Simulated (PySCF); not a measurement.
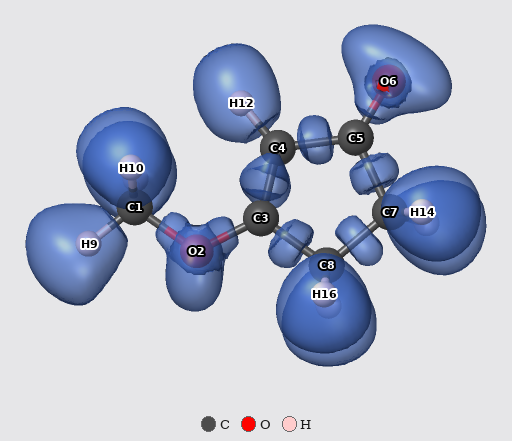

C6H8O2. Isosurface of the electron localisation function at 0.75 (blue), seen across its widest extent. Core shells and regions of very low density are left out.

Geometry: GFN2-xTB.

The calculation used PySCF 2.14.0, PBE0/pcSseg-1, SCF density, gas phase, non-relativistic.

Input file:

```
{"job": {"kind": "nmr", "xc": "PBE0", "basis": "pcSseg-1"}, "charge": 0, "multiplicity": 1}
C      2.579242     0.293901    -0.512392
O      1.384635    -0.168939    -1.110409
C      0.264029    -0.073912    -0.390648
C      0.063240     0.404597     0.850407
C     -1.338478     0.301133     1.215201
O     -1.857861     0.638285     2.254033
C     -2.071572    -0.324079     0.029634
C     -1.001017    -0.569787    -1.031933
H      3.366287     0.132336    -1.246201
H      2.509521     1.358326    -0.272758
H      2.802747    -0.266913     0.399112
H      0.795242     0.815477     1.520355
H     -2.560564    -1.241672     0.355157
H     -2.851450     0.357542    -0.308413
H     -0.900349    -1.624358    -1.292611
H     -1.191252    -0.022992    -1.956608
```

Run with:

```sh
OMP_NUM_THREADS=1 python probes_run.py task.json out
```

Describe the localisation domains.

Answer. The ELF exceeds this value in five regions between bonded C–C atoms (shared pairs), eight regions around hydrogen nuclei and two regions on O in which the atom's valence shell and bonds are merged.

Values along the shortest contacts:
C–O (1.21 Å): the ELF peaks at about 0.85 between the atoms; a multiple bond. C–C (1.35 Å): the ELF peaks at about 0.95 between the atoms (a multiple bond).
